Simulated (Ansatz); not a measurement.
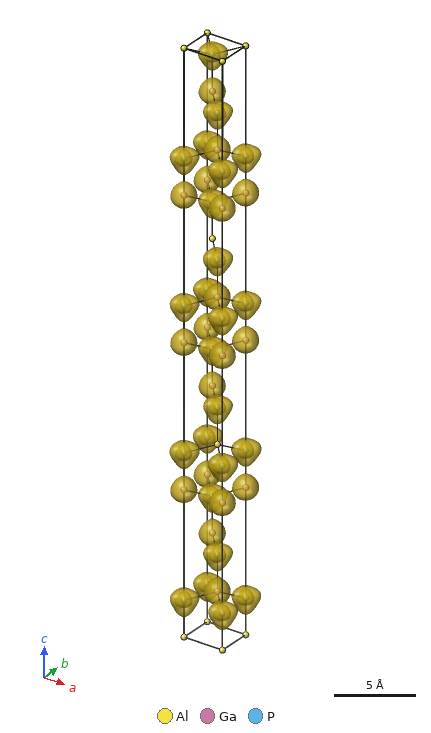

*AlGa3P4. Isosurface of the valence pseudo-density at 0.6 e/Å³ (yellow), seen slightly off an axis. Sticks mark near contacts.*

Space group R3m; started from the ordered alloy on zincblende lattice prototype, which need not be the ambient phase.

Level of theory: DFT, PBE, plane waves, PAW (Ansatz 0.2.0).

In a PAW calculation such maps are meaningful between the atoms, not at the nuclei.

```
CELL_PARAMETERS angstrom
3.89455 0.00000 0.00000
-1.94728 3.37278 0.00000
0.00000 0.00000 38.14229
ATOMIC_POSITIONS crystal
Al 0.00000 0.00000 0.99994
Al 0.66667 0.33333 0.33327
Al 0.33333 0.66667 0.66661
Ga 0.00000 0.00000 0.24999
Ga 0.66667 0.33333 0.58332
Ga 0.33333 0.66667 0.91665
Ga 0.33333 0.66667 0.16663
Ga 0.00000 0.00000 0.49996
Ga 0.66667 0.33333 0.83330
Ga 0.66667 0.33333 0.08338
Ga 0.33333 0.66667 0.41671
Ga 0.00000 0.00000 0.75004
P 0.00000 0.00000 0.31268
P 0.66667 0.33333 0.64601
P 0.33333 0.66667 0.97934
P 0.33333 0.66667 0.22913
P 0.00000 0.00000 0.56247
P 0.66667 0.33333 0.89580
P 0.66667 0.33333 0.14584
P 0.33333 0.66667 0.47918
P 0.00000 0.00000 0.81251
P 0.00000 0.00000 0.06241
P 0.66667 0.33333 0.39575
P 0.33333 0.66667 0.72908
```

**What does this surface tell about the bonding?**

At this value the density breaks into separate islands; it holds about 55 % of the electrons treated as valence (semicore included). It bridges none of the near contacts. It is pinched off along the sampled Al–P (2.38 Å) and Ga–P (2.38 Å) contacts. On the grid the lowest density along these lines, outside the cores, is 0.37 e/Å³ (Al–P, 2.38 Å) and 0.49 e/Å³ (Ga–P, 2.38 Å).
